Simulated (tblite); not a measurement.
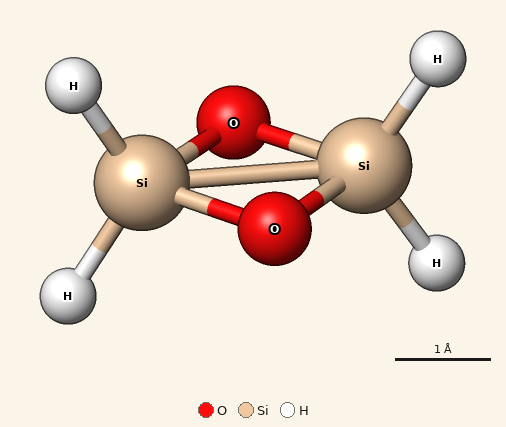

*The input geometry (ball-and-stick view, seen at a tilt).*

Bond lengths as drawn: H–Si 1.45 to 1.48 Å, O–Si 1.71 to 1.73 Å and Si–Si 2.37 Å.

## Si2H4O2: geometry relaxation

Si2H4O2, computed with GFN2-xTB geometry optimisation, gas phase (tblite 0.8.0).

## Input
```
{"job": {"kind": "relax", "xc": "GFN2-xTB", "basis": "xTB"}, "charge": 0, "multiplicity": 1}
O     -0.058331     0.250174     1.129521
Si    -1.063495    -0.549937    -0.030674
O      0.076966    -0.285116    -1.304618
Si     1.040094     0.540094    -0.143697
H     -2.299136     0.199307    -0.196576
H     -1.206576    -1.972864     0.334786
H      1.140957     1.997839    -0.341315
H      2.299090    -0.166767     0.060769
```

The first line tells a small driver script what to run in tblite; the rest is the geometry in Å.

Run as:
```bash
OMP_NUM_THREADS=1 python <driver script> task.json out
```

## Output
```
step      E/eV     max force
  0    -375.02327    2.587
  1    -375.18677    1.648
  2    -375.28325    0.565
  3    -375.29061    0.161
  4    -375.29284    0.142
  5    -375.29844    0.263
  6    -375.30072    0.225
  7    -375.30283    0.129
  8    -375.30452    0.128
  9    -375.30631    0.140
 10    -375.30730    0.106
 11    -375.30761    0.036
 12    -375.30771    0.033
 13    -375.30782    0.042
 14    -375.30797    0.054
 15    -375.30815    0.045
 16    -375.30831    0.045
 17    -375.30843    0.037
 18    -375.30851    0.024
 19    -375.30855    0.021
 20    -375.30858    0.019
 21    -375.30862    0.021
 22    -375.30865    0.022
 23    -375.30868    0.019
 24    -375.30870    0.016
 25    -375.30872    0.019
 26    -375.30875    0.029
 27    -375.30877    0.026
 28    -375.30879    0.012
 29    -375.30880    0.006
```

## Trajectory as extended XYZ (Å, eV, eV/Å), 26 of the 30 frames kept, from step=0 to step=29
```
8
Properties=species:S:1:pos:R:3:forces:R:3 step=0 energy=-375.02327
O    -0.0583    0.2502    1.1295   -0.0690  -0.6170  -2.4010
Si   -1.0635   -0.5499   -0.0307    0.3370  -0.1860   0.2200
O     0.0770   -0.2851   -1.3046   -0.4150   0.5590   2.4910
Si    1.0401    0.5401   -0.1437    0.1370   0.2440   0.1130
H    -2.2991    0.1993   -0.1966    0.2650  -0.0190  -0.0870
H    -1.2066   -1.9729    0.3348    0.2120   0.5490  -0.2200
H     1.1410    1.9978   -0.3413   -0.1680  -0.5580  -0.0650
H     2.2991   -0.1668    0.0608   -0.3000   0.0280  -0.0500
8
Properties=species:S:1:pos:R:3:forces:R:3 step=1 energy=-375.18677
O    -0.0593    0.2414    1.0952   -0.0520  -0.3870  -1.4130
Si   -1.0587   -0.5526   -0.0275   -0.1360  -0.1830   0.1480
O     0.0710   -0.2771   -1.2690   -0.2640   0.3830   1.5810
Si    1.0421    0.5436   -0.1421    0.3450   0.2470   0.0430
H    -2.2953    0.1990   -0.1978    0.2790  -0.0450  -0.0750
H    -1.2035   -1.9650    0.3316    0.1910   0.3550  -0.1650
H     1.1386    1.9899   -0.3422   -0.1460  -0.3640  -0.0840
H     2.2948   -0.1664    0.0600   -0.2170  -0.0070  -0.0350
8
Properties=species:S:1:pos:R:3:forces:R:3 step=2 energy=-375.28325
O    -0.0614    0.2259    1.0384    0.0440   0.1090   0.5030
Si   -1.0632   -0.5598   -0.0216   -0.5540  -0.1000   0.0440
O     0.0605   -0.2619   -1.2058    0.0640   0.0510  -0.2940
Si    1.0552    0.5532   -0.1403    0.2830   0.0490  -0.0090
H    -2.2845    0.1973   -0.2008    0.0720   0.0330  -0.0810
H    -1.1960   -1.9508    0.3251    0.1150  -0.1290  -0.0370
H     1.1328    1.9753   -0.3455   -0.0860   0.1190  -0.1350
H     2.2862   -0.1666    0.0587    0.0620  -0.1310   0.0100
8
Properties=species:S:1:pos:R:3:forces:R:3 step=3 energy=-375.29061
O    -0.0607    0.2283    1.0485   -0.0020  -0.0150   0.0640
Si   -1.0692   -0.5604   -0.0216   -0.1200   0.0140   0.0660
O     0.0620   -0.2624   -1.2140   -0.0370   0.0950   0.0910
Si    1.0573    0.5530   -0.1405    0.0670  -0.0030   0.0310
H    -2.2845    0.1979   -0.2015    0.0050   0.0700  -0.0900
H    -1.1953   -1.9534    0.3252    0.1100  -0.0970  -0.0460
H     1.1322    1.9779   -0.3468   -0.0820   0.0600  -0.1250
H     2.2876   -0.1681    0.0589    0.0580  -0.1240   0.0090
8
Properties=species:S:1:pos:R:3:forces:R:3 step=5 energy=-375.29844
O    -0.0607    0.2265    1.0544   -0.0030  -0.0310  -0.0130
Si   -1.0804   -0.5599   -0.0140    0.2460   0.0490   0.0800
O     0.0578   -0.2524   -1.2042   -0.0670   0.0380   0.0550
Si    1.0644    0.5534   -0.1368   -0.1130  -0.0200   0.0730
H    -2.2843    0.2055   -0.2111   -0.0660   0.0790  -0.0690
H    -1.1835   -1.9623    0.3199    0.0750   0.0010  -0.0560
H     1.1235    1.9826   -0.3599   -0.0490  -0.0680  -0.0740
H     2.2928   -0.1808    0.0597   -0.0230  -0.0480   0.0030
8
Properties=species:S:1:pos:R:3:forces:R:3 step=6 energy=-375.30072
O    -0.0607    0.2254    1.0574    0.0160  -0.0150   0.0170
Si   -1.0819   -0.5590   -0.0094    0.2130   0.0470   0.0550
O     0.0549   -0.2475   -1.1994   -0.0470   0.0180   0.0130
Si    1.0660    0.5533   -0.1339   -0.1130  -0.0190   0.0630
H    -2.2850    0.2100   -0.2164   -0.0220   0.0370  -0.0430
H    -1.1770   -1.9660    0.3166    0.0630   0.0490  -0.0580
H     1.1189    1.9835   -0.3668   -0.0350  -0.1120  -0.0480
H     2.2944   -0.1870    0.0601   -0.0750  -0.0060   0.0000
8
Properties=species:S:1:pos:R:3:forces:R:3 step=7 energy=-375.30283
O    -0.0602    0.2243    1.0614    0.0370   0.0070   0.0650
Si   -1.0807   -0.5575   -0.0041    0.0780   0.0380   0.0120
O     0.0516   -0.2424   -1.1952   -0.0130   0.0050  -0.0250
Si    1.0660    0.5530   -0.1302   -0.0680  -0.0170   0.0340
H    -2.2856    0.2147   -0.2222    0.0530  -0.0220  -0.0080
H    -1.1696   -1.9686    0.3123    0.0510   0.0850  -0.0530
H     1.1137    1.9821   -0.3743   -0.0220  -0.1250  -0.0260
H     2.2944   -0.1930    0.0605   -0.1170   0.0290   0.0000
8
Properties=species:S:1:pos:R:3:forces:R:3 step=8 energy=-375.30452
O    -0.0590    0.2237    1.0659    0.0410   0.0170   0.0890
Si   -1.0784   -0.5555   -0.0001   -0.0460   0.0260  -0.0210
O     0.0489   -0.2387   -1.1928    0.0130  -0.0010  -0.0400
Si    1.0646    0.5524   -0.1269   -0.0160  -0.0160   0.0050
H    -2.2848    0.2176   -0.2265    0.1010  -0.0570   0.0190
H    -1.1632   -1.9687    0.3082    0.0430   0.0910  -0.0420
H     1.1096    1.9787   -0.3803   -0.0140  -0.0990  -0.0150
H     2.2920   -0.1967    0.0608   -0.1220   0.0380   0.0040
8
Properties=species:S:1:pos:R:3:forces:R:3 step=9 energy=-375.30631
O    -0.0570    0.2233    1.0722    0.0240   0.0130   0.0780
Si   -1.0758   -0.5526    0.0037   -0.1330   0.0120  -0.0410
O     0.0463   -0.2348   -1.1910    0.0280  -0.0050  -0.0370
Si    1.0621    0.5512   -0.1230    0.0300  -0.0110  -0.0210
H    -2.2822    0.2196   -0.2306    0.1120  -0.0650   0.0410
H    -1.1554   -1.9668    0.3028    0.0330   0.0690  -0.0240
H     1.1049    1.9726   -0.3870   -0.0050  -0.0370  -0.0090
H     2.2867   -0.1998    0.0612   -0.0900   0.0230   0.0130
8
Properties=species:S:1:pos:R:3:forces:R:3 step=10 energy=-375.30730
O    -0.0554    0.2231    1.0768   -0.0020  -0.0020   0.0330
Si   -1.0751   -0.5505    0.0053   -0.1020   0.0040  -0.0310
O     0.0450   -0.2329   -1.1906    0.0220  -0.0080  -0.0210
Si    1.0604    0.5502   -0.1211    0.0290  -0.0040  -0.0250
H    -2.2789    0.2197   -0.2322    0.0680  -0.0350   0.0420
H    -1.1504   -1.9641    0.2992    0.0250   0.0330  -0.0100
H     1.1022    1.9681   -0.3909   -0.0010   0.0150  -0.0100
H     2.2817   -0.2010    0.0617   -0.0390  -0.0050   0.0210
8
Properties=species:S:1:pos:R:3:forces:R:3 step=12 energy=-375.30771
O    -0.0553    0.2227    1.0783   -0.0140  -0.0100  -0.0180
Si   -1.0764   -0.5496    0.0047    0.0140  -0.0020  -0.0060
O     0.0453   -0.2328   -1.1910    0.0020  -0.0070  -0.0050
Si    1.0599    0.5498   -0.1212   -0.0070   0.0060  -0.0080
H    -2.2762    0.2188   -0.2309   -0.0080   0.0140   0.0260
H    -1.1481   -1.9620    0.2978    0.0180   0.0010  -0.0040
H     1.1015    1.9672   -0.3923    0.0000   0.0200  -0.0100
H     2.2788   -0.2015    0.0628   -0.0050  -0.0220   0.0250
8
Properties=species:S:1:pos:R:3:forces:R:3 step=13 energy=-375.30782
O    -0.0559    0.2223    1.0781   -0.0070  -0.0030  -0.0270
Si   -1.0768   -0.5495    0.0042    0.0420  -0.0040  -0.0010
O     0.0455   -0.2332   -1.1914   -0.0010  -0.0040  -0.0040
Si    1.0599    0.5499   -0.1218   -0.0140   0.0080   0.0000
H    -2.2757    0.2189   -0.2296   -0.0270   0.0250   0.0190
H    -1.1471   -1.9615    0.2975    0.0150  -0.0100  -0.0030
H     1.1015    1.9680   -0.3928   -0.0010   0.0060  -0.0070
H     2.2781   -0.2024    0.0640   -0.0070  -0.0180   0.0230
8
Properties=species:S:1:pos:R:3:forces:R:3 step=14 energy=-375.30797
O    -0.0566    0.2217    1.0775    0.0070   0.0090  -0.0300
Si   -1.0770   -0.5494    0.0035    0.0530  -0.0060   0.0010
O     0.0459   -0.2335   -1.1920   -0.0030   0.0020  -0.0040
Si    1.0596    0.5503   -0.1224   -0.0150   0.0090   0.0070
H    -2.2752    0.2196   -0.2273   -0.0390   0.0300   0.0120
H    -1.1449   -1.9609    0.2967    0.0100  -0.0230  -0.0030
H     1.1012    1.9691   -0.3940   -0.0010  -0.0130  -0.0030
H     2.2766   -0.2041    0.0661   -0.0120  -0.0090   0.0190
8
Properties=species:S:1:pos:R:3:forces:R:3 step=15 energy=-375.30815
O    -0.0573    0.2212    1.0768    0.0210   0.0250  -0.0240
Si   -1.0766   -0.5493    0.0027    0.0390  -0.0070  -0.0020
O     0.0462   -0.2337   -1.1929   -0.0030   0.0100  -0.0050
Si    1.0591    0.5508   -0.1230   -0.0070   0.0060   0.0100
H    -2.2750    0.2210   -0.2243   -0.0360   0.0250   0.0080
H    -1.1416   -1.9605    0.2955    0.0030  -0.0330  -0.0030
H     1.1005    1.9700   -0.3959    0.0000  -0.0280   0.0010
H     2.2743   -0.2067    0.0693   -0.0170   0.0020   0.0150
8
Properties=species:S:1:pos:R:3:forces:R:3 step=16 energy=-375.30831
O    -0.0576    0.2211    1.0760    0.0250   0.0350  -0.0120
Si   -1.0759   -0.5492    0.0019    0.0070  -0.0070  -0.0080
O     0.0464   -0.2336   -1.1938   -0.0030   0.0150  -0.0050
Si    1.0586    0.5514   -0.1234    0.0060   0.0010   0.0080
H    -2.2751    0.2227   -0.2213   -0.0180   0.0100   0.0070
H    -1.1381   -1.9607    0.2940   -0.0010  -0.0330  -0.0040
H     1.0997    1.9703   -0.3980    0.0020  -0.0310   0.0030
H     2.2714   -0.2093    0.0727   -0.0160   0.0100   0.0100
8
Properties=species:S:1:pos:R:3:forces:R:3 step=17 energy=-375.30843
O    -0.0573    0.2217    1.0752    0.0150   0.0340   0.0000
Si   -1.0752   -0.5492    0.0012   -0.0190  -0.0050  -0.0090
O     0.0465   -0.2333   -1.1946   -0.0050   0.0160  -0.0050
Si    1.0583    0.5518   -0.1235    0.0130  -0.0050   0.0020
H    -2.2755    0.2242   -0.2189    0.0020  -0.0070   0.0090
H    -1.1354   -1.9614    0.2928   -0.0040  -0.0220  -0.0060
H     1.0992    1.9700   -0.3995    0.0050  -0.0220   0.0010
H     2.2690   -0.2110    0.0754   -0.0070   0.0110   0.0070
8
Properties=species:S:1:pos:R:3:forces:R:3 step=19 energy=-375.30855
O    -0.0567    0.2238    1.0742   -0.0130   0.0120   0.0040
Si   -1.0751   -0.5496    0.0002   -0.0120  -0.0020   0.0020
O     0.0462   -0.2324   -1.1954   -0.0100   0.0080  -0.0010
Si    1.0585    0.5519   -0.1235    0.0040  -0.0070  -0.0030
H    -2.2760    0.2249   -0.2165    0.0120  -0.0160   0.0090
H    -1.1340   -1.9630    0.2918   -0.0020   0.0020  -0.0090
H     1.0993    1.9688   -0.4003    0.0090   0.0000  -0.0050
H     2.2672   -0.2116    0.0779    0.0120   0.0010   0.0050
8
Properties=species:S:1:pos:R:3:forces:R:3 step=20 energy=-375.30858
O    -0.0568    0.2248    1.0738   -0.0190   0.0020   0.0000
Si   -1.0753   -0.5498   -0.0001    0.0040   0.0000   0.0080
O     0.0459   -0.2320   -1.1957   -0.0100   0.0050   0.0000
Si    1.0587    0.5517   -0.1237   -0.0030  -0.0040  -0.0030
H    -2.2759    0.2246   -0.2155    0.0040  -0.0120   0.0060
H    -1.1339   -1.9635    0.2913   -0.0010   0.0070  -0.0100
H     1.0997    1.9684   -0.4005    0.0100   0.0040  -0.0070
H     2.2671   -0.2116    0.0786    0.0150  -0.0020   0.0050
8
Properties=species:S:1:pos:R:3:forces:R:3 step=21 energy=-375.30862
O    -0.0573    0.2260    1.0734   -0.0180  -0.0060  -0.0030
Si   -1.0754   -0.5500   -0.0003    0.0170   0.0020   0.0130
O     0.0453   -0.2314   -1.1960   -0.0060   0.0010   0.0020
Si    1.0589    0.5515   -0.1239   -0.0090  -0.0010  -0.0010
H    -2.2757    0.2241   -0.2143   -0.0070  -0.0060   0.0030
H    -1.1336   -1.9639    0.2906    0.0000   0.0080  -0.0090
H     1.1002    1.9682   -0.4009    0.0110   0.0050  -0.0080
H     2.2672   -0.2117    0.0797    0.0120  -0.0030   0.0030
8
Properties=species:S:1:pos:R:3:forces:R:3 step=22 energy=-375.30865
O    -0.0581    0.2270    1.0731   -0.0110  -0.0090  -0.0030
Si   -1.0754   -0.5502   -0.0003    0.0180   0.0030   0.0130
O     0.0447   -0.2307   -1.1964    0.0000  -0.0010   0.0040
Si    1.0589    0.5513   -0.1241   -0.0090   0.0020   0.0000
H    -2.2756    0.2236   -0.2129   -0.0160  -0.0020   0.0010
H    -1.1331   -1.9641    0.2895    0.0010   0.0050  -0.0080
H     1.1009    1.9679   -0.4017    0.0110   0.0020  -0.0070
H     2.2673   -0.2121    0.0810    0.0060  -0.0010   0.0010
8
Properties=species:S:1:pos:R:3:forces:R:3 step=23 energy=-375.30868
O    -0.0588    0.2276    1.0729   -0.0010  -0.0070   0.0000
Si   -1.0752   -0.5502    0.0000    0.0080   0.0040   0.0080
O     0.0442   -0.2301   -1.1965    0.0060  -0.0020   0.0040
Si    1.0588    0.5511   -0.1242   -0.0040   0.0040   0.0010
H    -2.2757    0.2232   -0.2118   -0.0180  -0.0010  -0.0010
H    -1.1325   -1.9642    0.2885    0.0010   0.0010  -0.0060
H     1.1016    1.9677   -0.4026    0.0110  -0.0010  -0.0060
H     2.2673   -0.2124    0.0820   -0.0020   0.0030   0.0000
8
Properties=species:S:1:pos:R:3:forces:R:3 step=24 energy=-375.30870
O    -0.0593    0.2279    1.0729    0.0080  -0.0040   0.0030
Si   -1.0751   -0.5501    0.0004   -0.0050   0.0040   0.0020
O     0.0440   -0.2298   -1.1965    0.0080  -0.0020   0.0040
Si    1.0587    0.5511   -0.1243    0.0010   0.0040   0.0000
H    -2.2761    0.2229   -0.2112   -0.0150  -0.0030   0.0000
H    -1.1320   -1.9642    0.2876    0.0010  -0.0020  -0.0040
H     1.1021    1.9676   -0.4034    0.0100  -0.0020  -0.0040
H     2.2673   -0.2126    0.0826   -0.0070   0.0050  -0.0010
8
Properties=species:S:1:pos:R:3:forces:R:3 step=26 energy=-375.30875
O    -0.0600    0.2284    1.0732    0.0170   0.0040   0.0090
Si   -1.0751   -0.5496    0.0014   -0.0260   0.0020  -0.0110
O     0.0438   -0.2290   -1.1962    0.0030  -0.0030   0.0030
Si    1.0584    0.5512   -0.1244    0.0100   0.0030   0.0010
H    -2.2781    0.2217   -0.2097   -0.0010  -0.0080   0.0010
H    -1.1310   -1.9644    0.2851    0.0010  -0.0030  -0.0010
H     1.1046    1.9671   -0.4055    0.0070   0.0010  -0.0010
H     2.2669   -0.2126    0.0841   -0.0100   0.0050   0.0000
8
Properties=species:S:1:pos:R:3:forces:R:3 step=27 energy=-375.30877
O    -0.0602    0.2288    1.0734    0.0140   0.0050   0.0070
Si   -1.0754   -0.5492    0.0019   -0.0230   0.0000  -0.0130
O     0.0438   -0.2288   -1.1959   -0.0040  -0.0040   0.0020
Si    1.0584    0.5514   -0.1245    0.0080   0.0020   0.0030
H    -2.2798    0.2206   -0.2086    0.0040  -0.0080   0.0010
H    -1.1305   -1.9646    0.2836    0.0010  -0.0010   0.0000
H     1.1067    1.9669   -0.4067    0.0040   0.0040   0.0000
H     2.2666   -0.2123    0.0851   -0.0050   0.0020   0.0000
8
Properties=species:S:1:pos:R:3:forces:R:3 step=28 energy=-375.30879
O    -0.0601    0.2291    1.0734    0.0070   0.0030   0.0020
Si   -1.0759   -0.5490    0.0019   -0.0090  -0.0010  -0.0090
O     0.0438   -0.2287   -1.1957   -0.0070  -0.0020   0.0010
Si    1.0585    0.5515   -0.1245    0.0030   0.0010   0.0050
H    -2.2809    0.2197   -0.2078    0.0040  -0.0050   0.0000
H    -1.1304   -1.9648    0.2826    0.0010   0.0020   0.0010
H     1.1081    1.9668   -0.4074    0.0020   0.0040   0.0000
H     2.2663   -0.2120    0.0857   -0.0010  -0.0020   0.0010
8
Properties=species:S:1:pos:R:3:forces:R:3 step=29 energy=-375.30880
O    -0.0599    0.2293    1.0733    0.0020   0.0000   0.0000
Si   -1.0761   -0.5490    0.0016    0.0020  -0.0010  -0.0040
O     0.0437   -0.2288   -1.1956   -0.0060  -0.0010   0.0000
Si    1.0586    0.5516   -0.1244   -0.0010   0.0010   0.0040
H    -2.2811    0.2194   -0.2075    0.0010  -0.0020  -0.0010
H    -1.1304   -1.9648    0.2825    0.0000   0.0020   0.0010
H     1.1086    1.9669   -0.4075    0.0010   0.0030  -0.0010
H     2.2662   -0.2119    0.0859    0.0010  -0.0030   0.0000
```

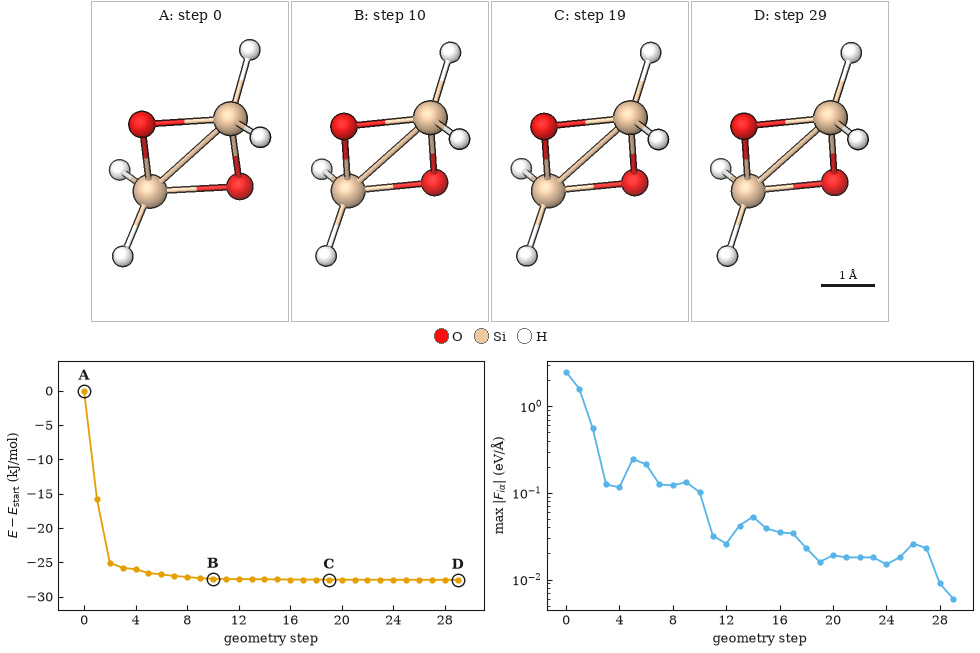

*Frames of the relaxation (ball-and-stick view, seen at a tilt) above the curves, on which the letters mark them (steps are counted from 0).*

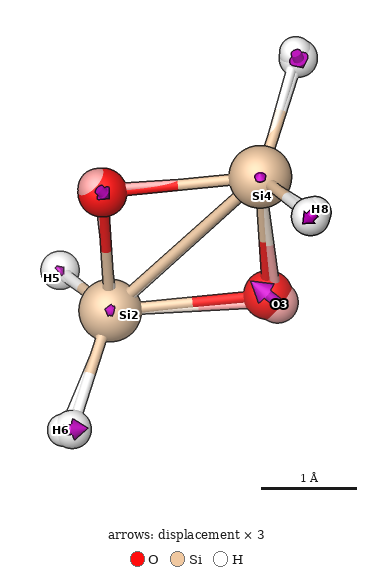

*Start (faint) and end (solid) with the displacements as pink arrows, magnified 3 times (ball-and-stick view, seen at a tilt). The two geometries are laid on each other by the best rigid fit.*

After 29 geometry steps the energy has fallen by 27.5 kJ/mol. The largest force component goes from 2.5 to 0.006 eV/Å. The largest move after the best rigid fit is that of O3, 0.13 Å. Largest moves by element: O 0.13 Å, H 0.09 Å, Si 0.03 Å. Among the contacts that change: O1–Si2 1.731 → 1.669 Å, O3–Si4 1.719 → 1.669 Å, O1–Si4 1.706 → 1.670 Å, Si2–Si4 2.372 → 2.405 Å. Among the angles that change: O1–Si4–O3 93.5° → 87.9°, H5–Si2–H6 116.3° → 121.2°, Si2–O1–Si4 87.3° → 92.1°. (Atoms are counted from 1 in the order of the input.)

## Summary

```csv
quantity,value
outcome,converged
total energy,−375.3088 eV
hardware,"1 CPU thread, shared host"
peak memory,0.18 GiB
```
